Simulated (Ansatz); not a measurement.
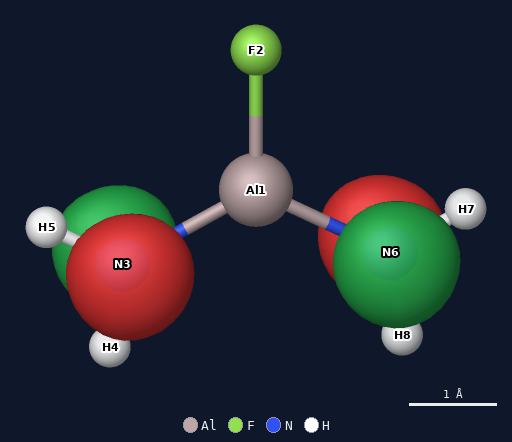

Figure. AlFH$_{4}$N$_{2}$. The HOMO at ±0.2 Å⁻³ᐟ² (green and red are the two phases), seen at a tilt.

These are results of RKS BHLYP-D4/cc-pVDZ in Ansatz, not measurements.

```xyz
8

Al   -0.0033    0.0338   -0.1090
F    -0.0153    0.1442    1.5673
N     1.5610    0.0928   -0.9229
H     1.7091    0.0251   -1.9155
H     2.4404    0.1967   -0.4450
N    -1.5568   -0.1313   -0.9286
H    -2.4425   -0.1707   -0.4526
H    -1.6926   -0.1906   -1.9235
```

> What is the character of this orbital?

Its weight (Hirshfeld) is mainly on N3 (about 40 %) and N6 (about 40 %); it changes sign across the molecular plane (π type). Its energy is −8.28 eV.
